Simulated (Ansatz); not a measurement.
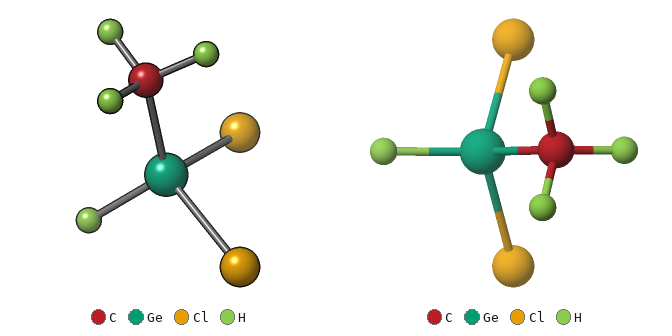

Both panels show the same species.

Describe the molecule.

It has 8 atoms: 1 carbon, 4 hydrogen, 2 chlorine and 1 germanium (CH₄Cl₂Ge). As SMILES it reads `[CH3][GeH]([Cl])[Cl]`. The point group is Cs. Coordination: 1 C tetrahedral; 1 Ge tetrahedral.

The parts below concern this one geometry. Atoms keep their numbers from picture to picture. The geometry was computed by an optimisation with PBE0-D4/def2-TZVP.

## Shape

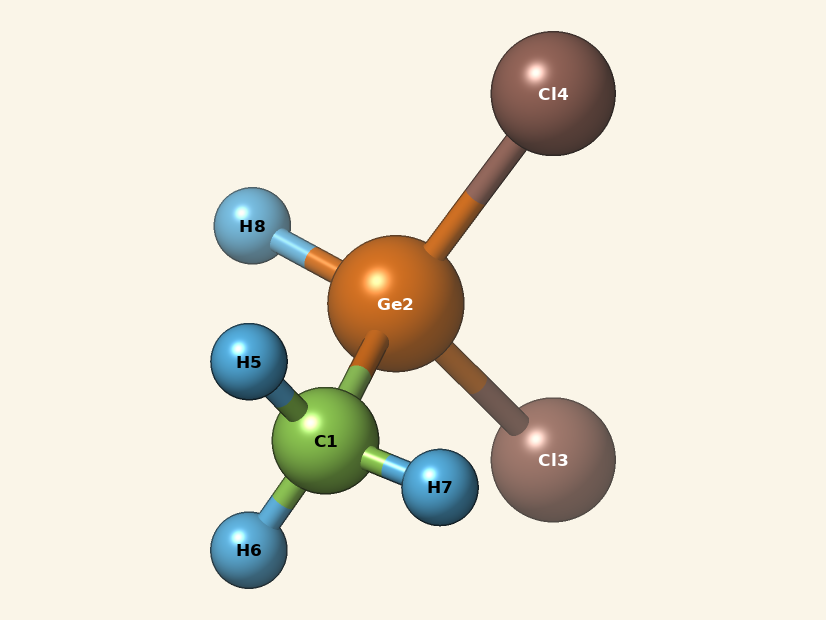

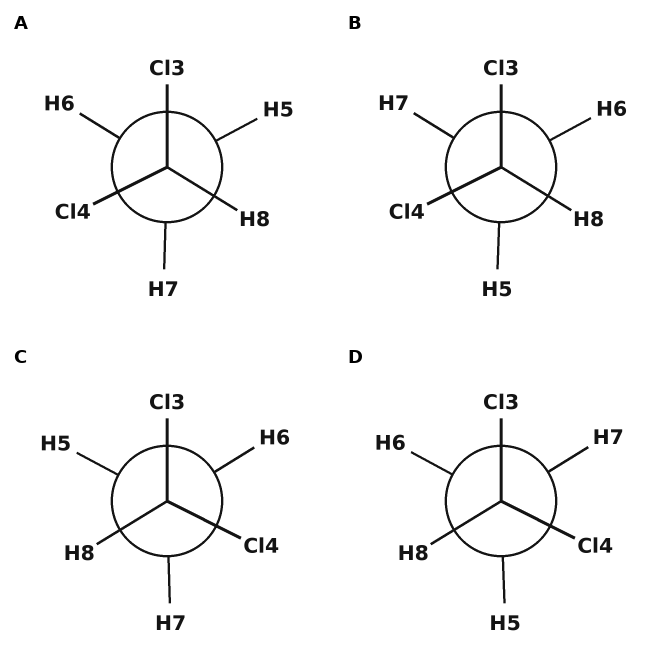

Distant atoms are faded towards the background colour. Bonds that would overlap in a projection are set slightly apart.

Which Newman projection shows the view along Ge2–C1, with Ge2 in front?

Answer. D. The torsion angle Cl3–Ge2–C1–H5 is 178°, antiperiplanar (anti).

## Vibrations

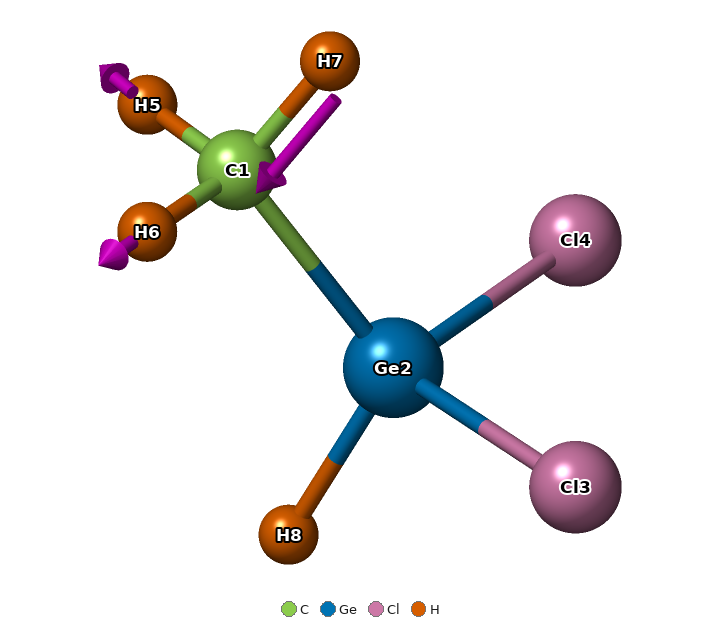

The arrows show one normal mode. Harmonic vibrations computed with RKS PBE0-D4/def2-TZVP (Ansatz 0.2.0) at a stationary point of the same level.

Describe the motion.

Answer. Mostly out-of-phase stretching of 3 C–H bonds.

Estimate its harmonic wavenumber.

Answer. 3174 cm⁻¹; it is mode 18 of 18 counted from the lowest.

## Levels of theory compared

Program: Ansatz 0.2.0.

Tabulate HOMO–LUMO gap (eV), dipole (D) at these levels: B3LYP-D4/def2-TZVPP; PBE-D4/def2-TZVPP; r2SCAN-D4/def2-TZVPP; ωB97M-V/def2-TZVPP.

| level | HOMO–LUMO gap (eV) | dipole (D) |
| --- | --- | --- |
| B3LYP-D4/def2-TZVPP | 7.86 | 2.69 |
| PBE-D4/def2-TZVPP | 6.07 | 2.62 |
| r2SCAN-D4/def2-TZVPP | 6.72 | 2.72 |
| ωB97M-V/def2-TZVPP | 12.65 | 2.70 |

## Thermal motion

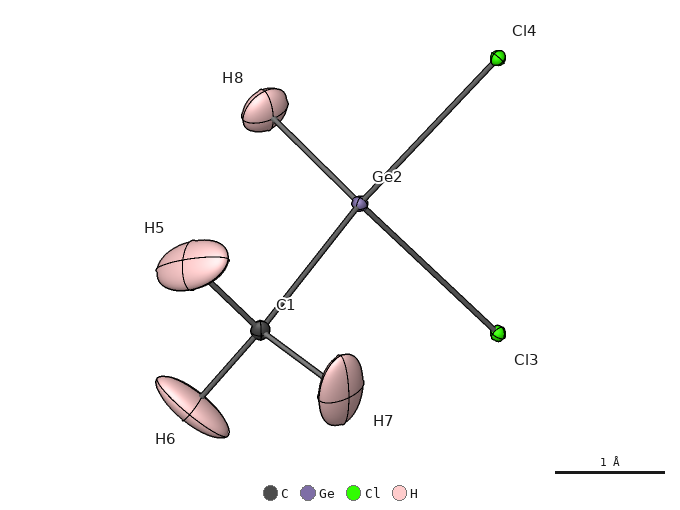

Displacement ellipsoids at the 50 % level, from the internal vibrations of the free molecule (harmonic, no overall translation or rotation; no half-axis is drawn under 0.075 Å). Vibrations computed with RKS PBE0-D4/def2-TZVP (Ansatz 0.2.0). Temperature: 100 K.

Give the displacement parameters, one line for each set of equivalent atoms.

```csv
atom,U_eq (Å²),rms amplitudes (Å)
C1,0.0033,"0.039, 0.057, 0.071"
Ge2,0.00048,"0.019, 0.021, 0.025"
"Cl3, Cl4",0.0011,"0.020, 0.032, 0.042"
"H5, H6",0.0354,"0.092, 0.157, 0.270"
H7,0.0359,"0.082, 0.157, 0.276"
H8,0.0184,"0.090, 0.152, 0.154"
```
